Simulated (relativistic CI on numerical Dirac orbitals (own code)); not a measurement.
```
atom Ru  Z=44  charge=4  electrons=40
nucleus A=102  rms_radius_fm=4.4809
hamiltonian dirac-coulomb  breit=on  qed=on  c_scale=1
orbitals kli  potential=per-configuration
slater_scale 0.8
correlation none
mixing on
configurations
  [Kr] 4d4
  [He] 2s2 2p5 3s2 3p6 3d10 4s2 4p6 4d5
end
absorption L2,3 T=300 lorentz=2.4 gauss=0.5
crystal_field Td 10Dq=-27550
```

Multiplet model: relativistic Dirac–Coulomb–Breit theory, one configuration a step, Slater integrals scaled by 0.8, 300 K, Voigt broadening (Lorentzian 2.4 eV, Gaussian 0.5 eV full widths), computed with a radial Dirac CI code.

The L₂,₃ X-ray absorption spectrum that results, with the strongest transitions as sticks:

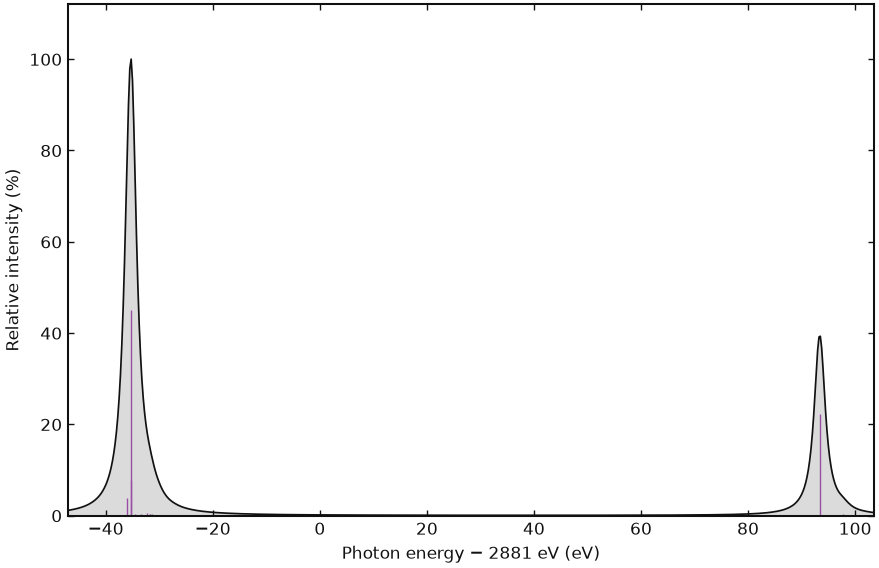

The main maxima lie at 2845.7 eV (100) and 2974.4 eV (39), heights in % of the largest; the centroid is at 2881.5 eV. The lower edge holds 0.72 of the intensity (branching ratio, edges parted at 2916 eV), and the core spin-orbit splitting of the orbitals is 133 eV. The ground state has S = 0.05.

Known limits: free-ion energies, so absolute edge positions are off by a few eV from solids.
